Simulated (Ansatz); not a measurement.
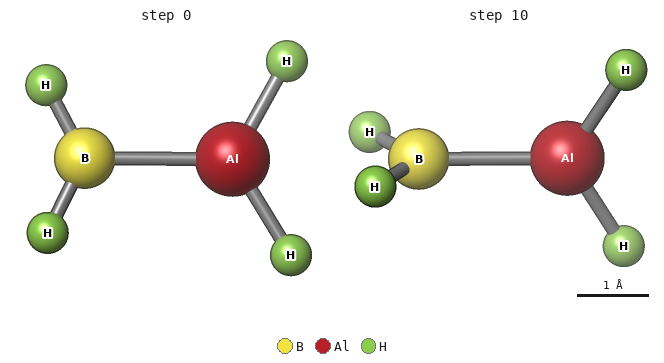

The structure of AlBH4 before (left) and after (right) a relaxation, at one scale.

Style: ball-and-stick. Shown face on.

The run prepares an end point of a later path (hydrogen shift) calculation, from a guessed geometry.

The calculation used RKS B3LYP-D4/def2-SVP (Ansatz 0.2.0).

Input file:
```yaml
crystal:
  periodic: [false, false, false]
  atoms:
    - { symbol: B, position_ang: [0.0062, -1.1516, 0.0457] }
    - { symbol: Al, position_ang: [0.0189, 0.9532, -0.037] }
    - { symbol: H, position_ang: [-0.9144, -1.6482, 0.649] }
    - { symbol: H, position_ang: [0.834, -1.7321, -0.5585] }
    - { symbol: H, position_ang: [1.1597, 1.6829, -0.9043] }
    - { symbol: H, position_ang: [-1.0624, 1.8317, 0.7589] }
basis:
  gaussian: { orbitals: def2-SVP }
hamiltonian:
  xc: b3lyp
  dispersion: d4
relax:
  f_tol: 0.02
  max_steps: 50
```

Launched with:
```bash
ansatz run input.yaml --threads 1 --pin off --max-ram 2048MiB --backend cpu --events-out ev --progress --plain --runs-dir out
```

Describe what moved and what it gained.

After 9 accepted moves (10 points after the start) the energy has fallen by 0.287 eV. The largest force component goes from 0.78 to 0.0071 eV/Å. The line search rejected the trial step at point 9 of the run. H4 moves most after the best rigid fit: 1.04 Å. By element the largest moves are H 1.04 Å, Al 0.04 Å, B 0.04 Å. Near-neighbour distances that change, for instance: B1–H4 1.178 → 1.212 Å, Al2–H5 1.608 → 1.594 Å, B1–Al2 2.106 → 2.117 Å, Al2–H6 1.605 → 1.594 Å. Among the angles between lasting bonds that change: H3–B1–H4 126.1° → 114.3°, Al2–B1–H3 115.8° → 123.0°, Al2–B1–H4 117.9° → 122.8°. Groups turn about B1–Al2 by about 90°. The run took 26 s on 1 thread of Intel(R) Xeon(R) Processor @ 2.50GHz (Skylake/Cascade Lake) (shared host), peak memory 0.12 GiB.
